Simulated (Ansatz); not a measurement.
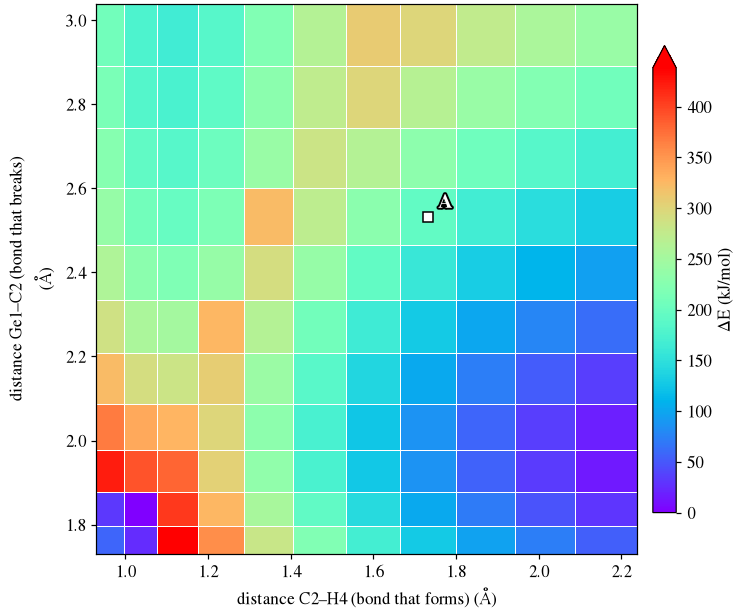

The reacting system CH7GeN (fragments CH₇GeN where the first distance is long, GeH₃N + CH₄ where the second is long). 
- The first coordinate is: distance C2–H4 (bond that forms); the second: distance Ge1–C2 (bond that breaks).
- Relaxed at each point: all other coordinates.
- The scan uses an 11 × 11 grid.
- Points are written as (first, second).
- Energies: kJ/mol, counted from the lowest grid point.
- Energies and slopes of some neighbouring points disagree (a jump in structure or state, or too coarse a mesh). The reference is spin-restricted, so regions where a bond is pulled apart into radicals lie too high.
- Method: Ansatz 0.2.0, RKS PBE-D4/def2-SVP.

The picture shows one coloured cell a grid point, one colour for all values above the top of the scale, the point A.

Q: Is A at rest? If not, where is it pushed?

A: A, at (1.731 Å, 2.532 Å), is not a stationary point. The computed force is 220 kJ/mol for each Å towards larger values of the first coordinate and 260 kJ/mol for each Å towards smaller values of the second coordinate.
